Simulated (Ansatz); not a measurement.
# H5OSi: the cost of one run

Method: PBE0-D4/def2-SVP, unrestricted; program: Ansatz 0.2.0, Gaussian basis.

21 further runs of the same task are left out: 1 that didn't finish, 20 set aside as unsound or not needed.

## Step 1: The starting structure

The first end: 7 atoms, charge 0, spin multiplicity 2.

Atoms are counted from 1 here; the program's logs count them from 0.

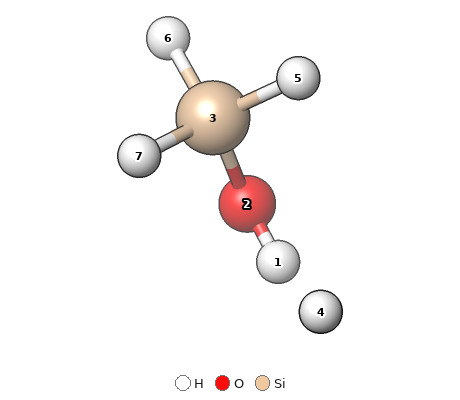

Start geometry, drawn with hydrogen white, oxygen red, silicon light orange; atoms are numbered from 1 in the order of the file.

Geometry (Å):

| atom | x (Å) | y (Å) | z (Å) |
| --- | --- | --- | --- |
| H1 | -0.6297 | -1.5112 | -0.0507 |
| O2 | -0.2295 | -1.0833 | 0.7070 |
| Si3 | 0.3349 | 0.4519 | 0.5071 |
| H4 | -1.0140 | -0.6179 | -2.5590 |
| H5 | -0.7503 | 1.3904 | 0.1086 |
| H6 | 0.8899 | 0.8534 | 1.8198 |
| H7 | 1.3988 | 0.5167 | -0.5327 |

The second end:

```
H    -1.0454   -1.5131   -1.4437
O    -0.1468   -0.9702    0.8303
Si    0.4304    0.5747    0.6601
H    -1.0784   -1.1257   -2.0825
H    -0.6391    1.5479    0.3220
H     0.9428    0.8229    2.0405
H     1.5366    0.6636   -0.3267
```

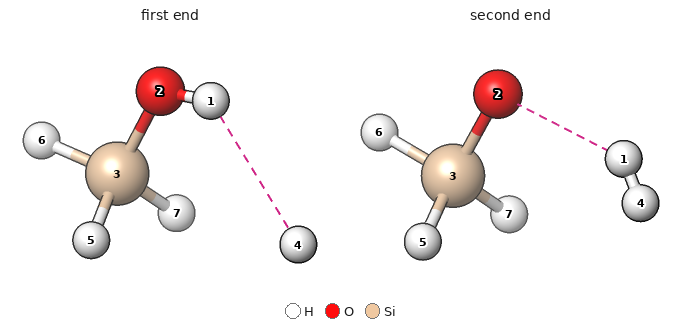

The two ends; dashed lines mark the contacts followed along the path.

## Step 2: The band at PBE0-D4/def2-SVP

The input, neb/in.yaml:

```yaml
crystal:
  periodic: [false, false, false]
  atoms:
    - {symbol: H, position_ang: [-0.629666, -1.511225, -0.050721]}
    - {symbol: O, position_ang: [-0.229517, -1.083265, 0.706993]}
    - {symbol: Si, position_ang: [0.334931, 0.451857, 0.507143]}
    - {symbol: H, position_ang: [-1.014024, -0.617850, -2.558958]}
    - {symbol: H, position_ang: [-0.750310, 1.390374, 0.108618]}
    - {symbol: H, position_ang: [0.889875, 0.853445, 1.819761]}
    - {symbol: H, position_ang: [1.398812, 0.516665, -0.532735]}
basis:
  gaussian: {orbitals: def2-SVP}
magnetization: {spin_polarized: true, initial_magnetization: 1}
hamiltonian: {xc: pbe0, dispersion: d4}
neb:
  images: 5
  climbing: true
  max_iterations: 40
  initial_path: idpp
  final_atoms:
    - {symbol: H, position_ang: [-1.045417, -1.513126, -1.443679]}
    - {symbol: O, position_ang: [-0.146811, -0.970248, 0.830330]}
    - {symbol: Si, position_ang: [0.430375, 0.574668, 0.660060]}
    - {symbol: H, position_ang: [-1.078387, -1.125711, -2.082451]}
    - {symbol: H, position_ang: [-0.639099, 1.547950, 0.321988]}
    - {symbol: H, position_ang: [0.942805, 0.822865, 2.040517]}
    - {symbol: H, position_ang: [1.536633, 0.663601, -0.326665]}
```

Run with:

```console
> ansatz run in.yaml --threads 2 --pin off --events-out ev --progress --plain --max-ram 4352MiB
```

**Question.** How long does this run take on 2 threads of Intel Xeon Platinum 8488C, shared host?

About 99 s.
